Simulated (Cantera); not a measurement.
Input: 1 mol MgO, 0.15 mol H2, held at 3.10 mbar.

These are equilibrium values from Cantera (NASA tables, ideal gas, pure condensed phases), not measurements of a reactor. Candidate condensed phases: H2O, Mg, MgO, Mg(OH)2; 15 gas species. The tables' values for MgH are old estimates; treat these amounts as uncertain. The numbers say what is thermodynamically allowed, not how fast it happens.

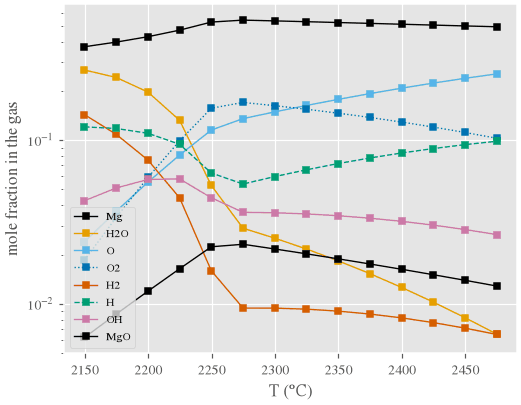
Fig. 1. Equilibrium gas composition (values under 1e-9 drawn at 1e-9)

Question: Read off the mole fractions at 2400 °C.

Answer: Mg about 0.51, O about 0.21, O2 about 0.13, H about 0.083, OH about 0.032, MgO about 0.016, H2O about 0.013, H2 about 0.0082.
